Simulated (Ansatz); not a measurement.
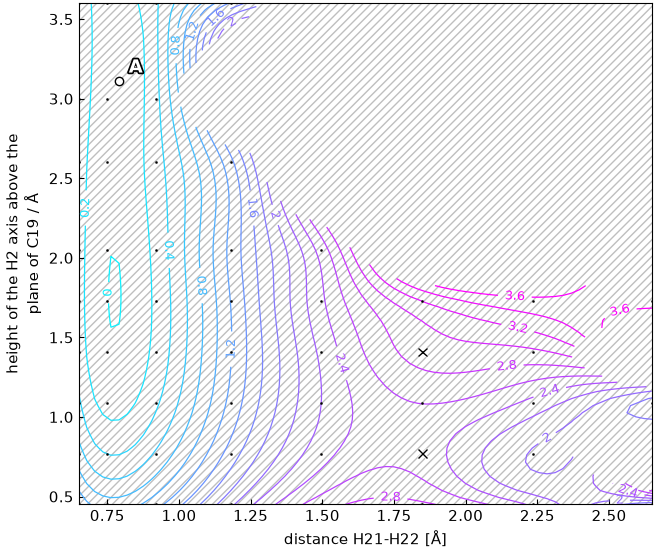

H₂ on a C(101) slab cut from the P6_3/mmc phase, its upper half relaxed before the scan (20 atoms of substrate and one adsorbate in a 2 × 1 cell). H2 lies flat over one site of a rigid substrate while its bond length and height are varied; it sits over a hollow site, heights counted from the top plane, its axis along the second surface vector. First axis: distance H21-H22. Second axis: height of the H2 axis above the plane of C19. The grid has 8 × 9 points. At 20 points there is no value (left out: too close to the surface, or the stretched molecule far from it). Points are written as (first, second). All energies are given in eV relative to the lowest grid point. Computed with DFT LDA, scalar-relativistic, plane waves, PAW in Ansatz. Settings: cutoff 420 eV, k-mesh 6×6×1, gaussian smearing 0.05 eV, no spin polarisation.

In the figure: contour lines labelled in eV (none above 3.6), crosses at grid points without a value, dots at the grid points, hatched blanks where no value was computed, the point A. Between grid points the surface is interpolated.

Find the lowest path from A to the other arm of the map, and its barrier.

Answer. The easiest path runs from the intact molecule far from the surface, about (0.79 Å, 3.11 Å), to the stretched end of the scan, (2.650 Å, 0.45 Å). Its highest point, at about (1.74 Å, 0.90 Å), lies about 2.5 eV above the start and 0.9 eV above the end on the interpolated surface. An end on the edge of the scan is no minimum, so the barrier from there is a lower bound. On the way it dips to about 0.067 eV below the lower end.

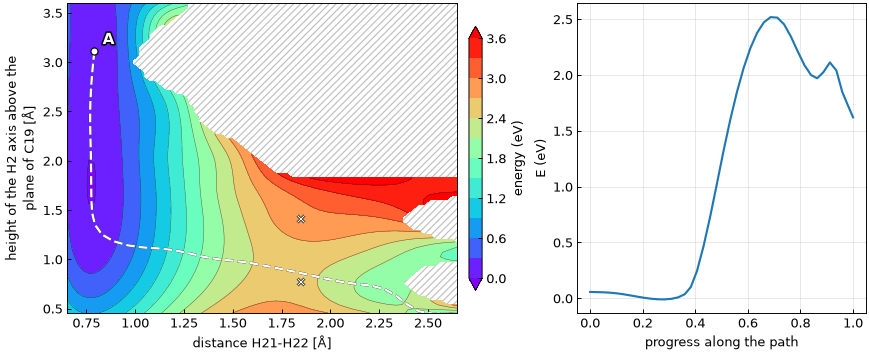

In the figure: filled contours, crosses at grid points without a value, a line along the lowest path, one colour for all values above the top of the scale, hatched blanks where no value was computed, the energy along the path at the right. Between grid points the surface is interpolated.

PAW datasets: the set soft_1.
